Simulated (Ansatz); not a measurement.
**CHAl (triplet): one geometry, many settings at angle C2–Al1–H3 = 90.6°**

Aim: run CHAl (triplet) at one geometry under a spread of methods and options, and see what each costs and gives.

Program: Ansatz 0.2.0, Gaussian basis. Level of theory: the settings change from run to run. These are calculated values, not measurements.

15 further runs of the same task are left out: 14 that didn't finish, 1 set aside as unsound or not needed.

### Step 1. What is computed

The geometry derives from a PBE0/def2-TZVP stationary point (not a proven minimum). One angle is set to the value named; bond lengths are kept.

3 atoms, charge 0, spin multiplicity 3.

Atoms are counted from 1 here; the program's logs count them from 0.

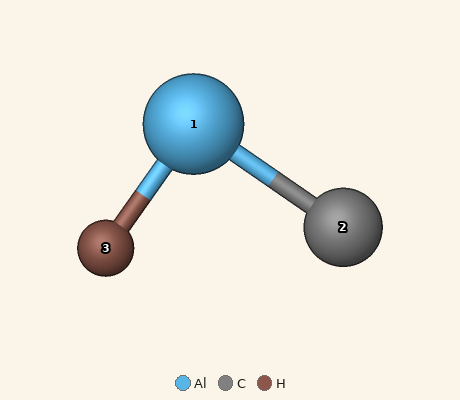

The geometry (aluminium blue, carbon grey, hydrogen brown); atoms are numbered from 1 in the order of the file.

Coordinates:

```xyz
3
charge 0, multiplicity 3
Al   -0.4331    0.0000    0.3803
C     0.9148    0.0000   -0.9817
H     0.6930    0.0000    1.5182
```

### Step 2. CASSCF(6,4)/6-31G

The input, in.yaml:

```yaml
crystal:
  periodic: [false, false, false]
  atoms:
    - {symbol: Al, position_ang: [-0.433087, 0.000000, 0.380299]}
    - {symbol: C, position_ang: [0.914758, 0.000000, -0.981735]}
    - {symbol: H, position_ang: [0.692977, 0.000000, 1.518218]}
basis:
  gaussian: {orbitals: 6-31G}
magnetization: {spin_polarized: false, initial_magnetization: 2}
hamiltonian: {pseudopotentials: {relativity: none}}
correlation: {active_space: {window: {electrons: 6, orbitals: 4}}}
output: {forces: true}
```

Launch:

```bash
> ansatz run in.yaml --threads 1 --pin off --events-out ev --progress --plain --max-ram 2393MiB
```

Log:

```text
Functional definition: HF
  name "HF"
  cite "Fock, Z. Phys. 61, 126 (1930) doi:10.1007/BF01340294"
  parent pbe
  exchange = exact_x
  correlation = 0
297 factors; integrals over basis functions are off by at most 1.5e-4 eV
mean field evaluation 1: about -7620.9858 eV, gradient 8.8e0 eV
mean field evaluation 2: about -7620.9886 eV, gradient 8.8e0 eV
mean field evaluation 4: about -7621.8749 eV, gradient 3.4e0 eV
mean field evaluation 8: about -7622.0898 eV, gradient 2.0e-1 eV
mean field evaluation 16: about -7620.0678 eV, gradient 8.1e0 eV
mean field evaluation 32: about -7621.8189 eV, gradient 1.5e-6 eV
mean field evaluation 64: about -7621.0242 eV, gradient 5.8e-1 eV
mean field evaluation 96: about -7621.7585 eV, gradient 1.3e0 eV
mean field -7622.09064949 eV, -280.1066649303 hartree, gradient 1.7e-6 eV, S^2 2.000000; 15 other end points of the search recorded, 0 dependent functions left out
reference -7622.09064949 eV, -280.1066649303 hartree; 11, 9 occupied and 13, 15 virtual orbitals, 297 factors
state -7622.09064949 eV, -280.1066649303 hartree
the calculation of the forces begins
Total energy: -7622.09064949 eV, -280.1066649303 hartree
Atom 0 at    -0.433087     0.000000     0.380299 Å, force    -0.903135     0.000000     0.816285 eV/Å
Atom 1 at     0.914758     0.000000    -0.981735 Å, force     0.911310    -0.000000    -1.494033 eV/Å
Atom 2 at     0.692977     0.000000     1.518218 Å, force    -0.008175    -0.000000     0.677749 eV/Å
Dipole moment:    -0.157806     0.000000     0.120385 e Å
```

Wall time 1.1 s (1 thread of AMD EPYC 9R45, shared host).

From the report: 16 determinants; active occupations 2.00, 2.00, 1.00, 1.00. With so small a space the active step adds no correlation: the energy is the mean field's.

### Step 3. MRCISD+Q(6,7)/6-31G

The input, in.yaml:

```yaml
crystal:
  periodic: [false, false, false]
  atoms:
    - {symbol: Al, position_ang: [-0.433087, 0.000000, 0.380299]}
    - {symbol: C, position_ang: [0.914758, 0.000000, -0.981735]}
    - {symbol: H, position_ang: [0.692977, 0.000000, 1.518218]}
basis:
  gaussian: {orbitals: 6-31G, point_charges: [{charge: -0.50, position_ang: [5.374, 0.017, -0.231]}]}
magnetization: {spin_polarized: false, initial_magnetization: 2}
correlation: {method: fic_mrcisd_q, electrons: outside_noble_gas, active_space: {window: {electrons: 6, orbitals: 7}, states: [{multiplicity: 3, weights: [1, 1, 1, 1]}, {multiplicity: 5, weights: [1]}], root: 1}}
```

The command is unchanged.

Log:

```text
Functional definition: HF
  name "HF"
  cite "Fock, Z. Phys. 61, 126 (1930) doi:10.1007/BF01340294"
  parent pbe
  exchange = exact_x
  correlation = 0
517 factors; integrals over basis functions are off by at most 1.1e-7 eV
mean field evaluation 1: about -7621.0002 eV, gradient 7.3e0 eV
mean field evaluation 2: about -7621.0035 eV, gradient 7.4e0 eV
mean field evaluation 4: about -7621.9235 eV, gradient 2.4e0 eV
mean field evaluation 8: about -7622.0613 eV, gradient 1.8e-1 eV
mean field evaluation 16: about -7621.9695 eV, gradient 1.1e0 eV
mean field evaluation 32: about -7621.6289 eV, gradient 1.8e0 eV
mean field evaluation 64: about -7620.7628 eV, gradient 2.5e-1 eV
mean field -7622.06252939 eV, -280.1056315356 hartree, gradient 2.6e-6 eV, S^2 2.000000; 10 other end points of the search recorded, 0 dependent functions left out
reference -7622.06252939 eV, -280.1056315356 hartree; 11, 9 occupied and 13, 15 virtual orbitals, 517 factors
state -7624.18723081 eV, -280.1837128725 hartree
state -7622.71552900 eV, -280.1296288284 hartree
state -7622.57727567 eV, -280.1245481125 hartree
state -7621.89615125 eV, -280.0995172518 hartree
contracted CI cycle   1: correlation 0.00000000 eV, 0.0000000000 hartree, residual 7.94e0 eV
contracted CI cycle   2: correlation -1.42204452 eV, -0.0522591722 hartree, residual 1.98e0 eV
contracted CI cycle   3: correlation -1.52137167 eV, -0.0559093778 hartree, residual 7.16e-1 eV
contracted CI cycle   4: correlation -1.53410942 eV, -0.0563774812 hartree, residual 2.89e-1 eV
contracted CI cycle   5: correlation -1.53621406 eV, -0.0564548255 hartree, residual 9.47e-2 eV
contracted CI cycle   6: correlation -1.53645635 eV, -0.0564637296 hartree, residual 3.25e-2 eV
contracted CI cycle   7: correlation -1.53648256 eV, -0.0564646925 hartree, residual 1.15e-2 eV
contracted CI cycle   8: correlation -1.53648598 eV, -0.0564648182 hartree, residual 3.89e-3 eV
contracted CI cycle   9: correlation -1.53648636 eV, -0.0564648323 hartree, residual 1.38e-3 eV
state -7624.18723081 eV, -280.1837128725 hartree; corrected -7625.80413525 eV, -280.2431330149 hartree
contracted CI cycle   1: correlation 0.00000000 eV, 0.0000000000 hartree, residual 7.84e0 eV
contracted CI cycle   2: correlation -1.36587768 eV, -0.0501950788 hartree, residual 1.96e0 eV
contracted CI cycle   3: correlation -1.46167455 eV, -0.0537155491 hartree, residual 6.97e-1 eV
contracted CI cycle   4: correlation -1.47362096 eV, -0.0541545713 hartree, residual 2.75e-1 eV
contracted CI cycle   5: correlation -1.47550058 eV, -0.0542236464 hartree, residual 9.01e-2 eV
contracted CI cycle   6: correlation -1.47571498 eV, -0.0542315252 hartree, residual 3.16e-2 eV
contracted CI cycle   7: correlation -1.47574167 eV, -0.0542325060 hartree, residual 1.25e-2 eV
contracted CI cycle   8: correlation -1.47574610 eV, -0.0542326687 hartree, residual 4.93e-3 eV
contracted CI cycle   9: correlation -1.47574677 eV, -0.0542326933 hartree, residual 1.76e-3 eV
contracted CI cycle  10: correlation -1.47574685 eV, -0.0542326964 hartree, residual 6.53e-4 eV
state -7622.71552900 eV, -280.1296288284 hartree; corrected -7624.26492162 eV, -280.1865679572 hartree
contracted CI cycle   1: correlation 0.00000000 eV, 0.0000000000 hartree, residual 7.76e0 eV
contracted CI cycle   2: correlation -1.45328650 eV, -0.0534072937 hartree, residual 1.96e0 eV
contracted CI cycle   3: correlation -1.55898897 eV, -0.0572917879 hartree, residual 8.02e-1 eV
contracted CI cycle   4: correlation -1.57511940 eV, -0.0578845704 hartree, residual 3.25e-1 eV
contracted CI cycle   5: correlation -1.57769071 eV, -0.0579790641 hartree, residual 1.09e-1 eV
contracted CI cycle   6: correlation -1.57799885 eV, -0.0579903883 hartree, residual 3.73e-2 eV
contracted CI cycle   7: correlation -1.57803798 eV, -0.0579918260 hartree, residual 1.40e-2 eV
contracted CI cycle   8: correlation -1.57804393 eV, -0.0579920448 hartree, residual 5.82e-3 eV
contracted CI cycle   9: correlation -1.57804495 eV, -0.0579920824 hartree, residual 2.42e-3 eV
contracted CI cycle  10: correlation -1.57804512 eV, -0.0579920884 hartree, residual 9.98e-4 eV
state -7622.57727567 eV, -280.1245481125 hartree; corrected -7624.25813245 eV, -280.1863184597 hartree
contracted CI cycle   1: correlation 0.00000000 eV, 0.0000000000 hartree, residual 8.22e0 eV
contracted CI cycle   2: correlation -1.50480290 eV, -0.0553004864 hartree, residual 2.01e0 eV
contracted CI cycle   3: correlation -1.60513231 eV, -0.0589875245 hartree, residual 6.50e-1 eV
contracted CI cycle   4: correlation -1.61637692 eV, -0.0594007561 hartree, residual 2.53e-1 eV
contracted CI cycle   5: correlation -1.61811571 eV, -0.0594646555 hartree, residual 9.08e-2 eV
contracted CI cycle   6: correlation -1.61833522 eV, -0.0594727224 hartree, residual 3.03e-2 eV
contracted CI cycle   7: correlation -1.61835795 eV, -0.0594735577 hartree, residual 1.21e-2 eV
contracted CI cycle   8: correlation -1.61836150 eV, -0.0594736880 hartree, residual 4.32e-3 eV
contracted CI cycle   9: correlation -1.61836197 eV, -0.0594737054 hartree, residual 1.38e-3 eV
state -7621.89615125 eV, -280.0995172518 hartree; corrected -7623.60163776 eV, -280.1621927250 hartree
state -7623.44981017 eV, -280.1566131639 hartree
contracted CI cycle   1: correlation 0.00000000 eV, 0.0000000000 hartree, residual 7.78e0 eV
contracted CI cycle   2: correlation -1.33660361 eV, -0.0491192766 hartree, residual 1.91e0 eV
contracted CI cycle   3: correlation -1.42955269 eV, -0.0525350923 hartree, residual 6.92e-1 eV
contracted CI cycle   4: correlation -1.44281273 eV, -0.0530223899 hartree, residual 3.01e-1 eV
contracted CI cycle   5: correlation -1.44541765 eV, -0.0531181188 hartree, residual 1.12e-1 eV
contracted CI cycle   6: correlation -1.44582531 eV, -0.0531331001 hartree, residual 4.24e-2 eV
contracted CI cycle   7: correlation -1.44588099 eV, -0.0531351463 hartree, residual 1.65e-2 eV
contracted CI cycle   8: correlation -1.44588799 eV, -0.0531354036 hartree, residual 5.61e-3 eV
contracted CI cycle   9: correlation -1.44588881 eV, -0.0531354337 hartree, residual 2.13e-3 eV
contracted CI cycle  10: correlation -1.44588892 eV, -0.0531354379 hartree, residual 7.73e-4 eV
state -7623.44981017 eV, -280.1566131639 hartree; corrected -7624.96769554 eV, -280.2123944225 hartree
Total energy: -7624.26492162 eV, -280.1865679572 hartree
```

It took 2.9 s on 1 thread of AMD EPYC 9R45, shared host.

From the report: 1,225 determinants; active occupations (of the averaged states) 1.96, 1.42, 0.99, 0.99, 0.57, 0.04, 0.03.

### Step 4. CASCI(6,7)/6-31G

The input, in.yaml:

```yaml
crystal:
  periodic: [false, false, false]
  atoms:
    - {symbol: Al, position_ang: [-0.433087, 0.000000, 0.380299]}
    - {symbol: C, position_ang: [0.914758, 0.000000, -0.981735]}
    - {symbol: H, position_ang: [0.692977, 0.000000, 1.518218]}
basis:
  gaussian: {orbitals: 6-31G}
magnetization: {spin_polarized: false, initial_magnetization: 2}
correlation: {active_space: {window: {electrons: 6, orbitals: 7}, fixed_orbitals: true, states: [{multiplicity: 3, weights: [1, 1, 1]}, {multiplicity: 5, weights: [1]}]}}
accuracy: high
output: {forces: true}
```

The command is unchanged.

Log, cut to the lines that bear on the results:

```text
Functional definition: HF
  name "HF"
  cite "Fock, Z. Phys. 61, 126 (1930) doi:10.1007/BF01340294"
  parent pbe
[...]
543 factors; integrals over basis functions are off by at most 2.4e-9 eV
[...]
mean field -7622.09078407 eV, -280.1066698760 hartree, gradient 2.0e-8 eV, S^2 2.000000; 15 other end points of the search recorded, 0 dependent functions left out
reference -7622.09078407 eV, -280.1066698760 hartree; 11, 9 occupied and 13, 15 virtual orbitals, 543 factors
state -7623.32500728 eV, -280.1520267421 hartree
state -7621.50996613 eV, -280.0853252102 hartree
state -7621.48140665 eV, -280.0842756686 hartree
state -7622.34576751 eV, -280.1160403444 hartree
[...]
Total energy: -7622.16553689 eV, -280.1094169913 hartree
Atom 0 at    -0.433087     0.000000     0.380299 Å, force     0.107508    -0.000000     0.311361 eV/Å
Atom 1 at     0.914758     0.000000    -0.981735 Å, force     0.181896     0.000000    -1.021077 eV/Å
Atom 2 at     0.692977     0.000000     1.518218 Å, force    -0.289404     0.000000     0.709716 eV/Å
Dipole moment:    -0.550848     0.000000     0.169587 e Å
```

Wall time 0.51 s (1 thread of AMD EPYC 9R45, shared host).

From the report: 600 determinants; active occupations (of the averaged states) 1.98, 1.33, 1.17, 0.96, 0.49, 0.06, 0.01.

### Step 5. CCSD(T) on UHF/cc-pVDZ

The input, in.yaml:

```yaml
crystal:
  periodic: [false, false, false]
  atoms:
    - {symbol: Al, position_ang: [-0.433087, 0.000000, 0.380299]}
    - {symbol: C, position_ang: [0.914758, 0.000000, -0.981735]}
    - {symbol: H, position_ang: [0.692977, 0.000000, 1.518218]}
basis:
  gaussian: {orbitals: cc-pVDZ}
magnetization: {spin_polarized: true, initial_magnetization: 2}
correlation: {method: ccsd_t, electrons: all}
```

Same command.

Log, cut to the lines that bear on the results:

```text
Functional definition: HF
  name "HF"
  cite "Fock, Z. Phys. 61, 126 (1930) doi:10.1007/BF01340294"
  parent pbe
[...]
357 factors; integrals over basis functions are off by at most 1.1e-3 eV
[...]
mean field -7624.56472606 eV, -280.1975855671 hartree, gradient 1.9e-6 eV, S^2 2.857225; 13 other end points of the search recorded, 0 dependent functions left out
determinant -7624.56472606 eV, -280.1975855671 hartree, with singles and doubles -7628.61042925 eV, -280.3462624171 hartree
determinant -7623.90934727 eV, -280.1735008408 hartree, with singles and doubles -7628.31858212 eV, -280.3355372330 hartree
determinant -7623.34740443 eV, -280.1528498224 hartree, with singles and doubles -7627.41188908 eV, -280.3022168784 hartree
determinant -7623.16622352 eV, -280.1461915466 hartree, with singles and doubles -7627.70415778 eV, -280.3129575548 hartree
[...]
determinant -7621.89335143 eV, -280.0994143601 hartree, with singles and doubles -7626.50546266 eV, -280.2689063215 hartree
determinant -7624.56472606 eV, -280.1975855671 hartree, with singles and doubles -7628.65464534 eV, -280.3478873285 hartree
determinant -7623.90934727 eV, -280.1735008408 hartree, with singles and doubles -7628.44588226 eV, -280.3402154265 hartree
determinant -7623.39241539 eV, -280.1545039446 hartree, with singles and doubles -7628.57813796 eV, -280.3450757342 hartree
determinant -7623.39241539 eV, -280.1545039446 hartree, with singles and doubles -7628.60155952 eV, -280.3459364605 hartree
reference -7624.56472606 eV, -280.1975855671 hartree; 11, 9 occupied and 26, 28 virtual orbitals, 357 factors
second order -3.10418873 eV of doubles, -0.00000000 eV of singles
cycle   1  -4.08991893 eV  change    3.5e-7 eV  update   3.3e-6
perturbative correction -0.17676957 eV, -0.0064961620 hartree
Total energy: -7628.83141457 eV, -280.3543834776 hartree
```

Run time: 6.5 s. Hardware: 1 thread of AMD EPYC 9R45, shared host.

From the report: ⟨S²⟩ of the determinant 2.857 (pure triplet: 2.00); correlation -4.2667 eV; T1 0.045; largest double amplitude 0.10. The determinant is far from a pure spin state, so its energy mixes those of several spin states (harmless only where they are near-degenerate, as at dissociation).

### Step 6. CCSD(T) on ROHF/6-31++G**

The input, in.yaml:

```yaml
crystal:
  periodic: [false, false, false]
  atoms:
    - {symbol: Al, position_ang: [-0.433087, 0.000000, 0.380299]}
    - {symbol: C, position_ang: [0.914758, 0.000000, -0.981735]}
    - {symbol: H, position_ang: [0.692977, 0.000000, 1.518218]}
basis:
  gaussian: {orbitals: "6-31++G**", point_charges: [{charge: -1.00, position_ang: [3.611, 0.408, 0.833]}]}
magnetization: {spin_polarized: false, initial_magnetization: 2}
correlation: {method: ccsd_t, electrons: all, diis_vectors: 4}
```

Same command.

Log, cut to the lines that bear on the results:

```text
Functional definition: HF
  name "HF"
  cite "Fock, Z. Phys. 61, 126 (1930) doi:10.1007/BF01340294"
  parent pbe
[...]
405 factors; integrals over basis functions are off by at most 7.3e-4 eV
[...]
mean field -7622.89783534 eV, -280.1363284630 hartree, gradient 2.3e-6 eV, S^2 2.000000; 14 other end points of the search recorded, 0 dependent functions left out
[...]
determinant -7622.89783534 eV, -280.1363284630 hartree, with singles and doubles -7628.21730147 eV, -280.3318152375 hartree
determinant -7622.57717063 eV, -280.1245442523 hartree, with singles and doubles -7627.68516001 eV, -280.3122593995 hartree
determinant -7622.52937542 eV, -280.1227878106 hartree, with singles and doubles -7628.01451627 eV, -280.3243630191 hartree
determinant -7621.80024042 eV, -280.0959925937 hartree, with singles and doubles -7626.78311994 eV, -280.2791100384 hartree
[...]
determinant -7622.89783534 eV, -280.1363284630 hartree, with singles and doubles -7628.22974237 eV, -280.3322724324 hartree
determinant -7622.57717063 eV, -280.1245442523 hartree, with singles and doubles -7628.14548377 eV, -280.3291759859 hartree
determinant -7622.52937542 eV, -280.1227878106 hartree, with singles and doubles -7628.18073153 eV, -280.3304713170 hartree
determinant -7622.07067467 eV, -280.1059308690 hartree, with singles and doubles -7628.19525914 eV, -280.3310051969 hartree
determinant -7622.07067467 eV, -280.1059308690 hartree, with singles and doubles -7628.20257250 eV, -280.3312739578 hartree
unrestricted determinant -7623.98284331 eV, -280.1762017705 hartree, S^2 2.8534
reference -7622.89783534 eV, -280.1363284630 hartree; 11, 9 occupied and 37, 39 virtual orbitals, 405 factors
second order -4.07691402 eV of doubles, -0.08637643 eV of singles
cycle   1  -5.33190507 eV  change    2.0e-6 eV  update   4.8e-6
perturbative correction -0.30896702 eV, -0.0113543284 hartree
Total energy: -7628.53870742 eV, -280.3436266885 hartree
```

It took 11 s on 1 thread of AMD EPYC 9R45, shared host.

From the report: correlation -5.6409 eV; T1 0.060; largest double amplitude 0.12.

### Step 7. The runs in one table

```tsv
level	correlated	functions	energy (eV)	time
CASSCF(6,4)/6-31G		24	-7622.0906	1.1 s
MRCISD+Q(6,7)/6-31G (excited root 1 of an average, beside a point charge)	outside noble gas	24	-7624.2649	2.9 s
CASCI(6,7)/6-31G (mean of several states)		24	-7622.1655	0.51 s
CCSD(T) on UHF/cc-pVDZ	all	37	-7628.8314	6.5 s
CCSD(T) on ROHF/6-31++G** (beside a point charge)	all	48	-7628.5387	11 s
```

### Step 8. What came out

```
quantity                                                    value
    runs                                                        5
quickest        CASCI(6,7)/6-31G (mean of several states), 0.51 s
 slowest  CCSD(T) on ROHF/6-31++G** (beside a point charge), 11 s
```

**Reading.** Total energies in different bases, with other cores or another treatment of relativity can't be set against each other. CCSD(T) on ROHF/6-31++G** (beside a point charge) took 21 times as long as CASCI(6,7)/6-31G (mean of several states); the jobs differ in more than the method.
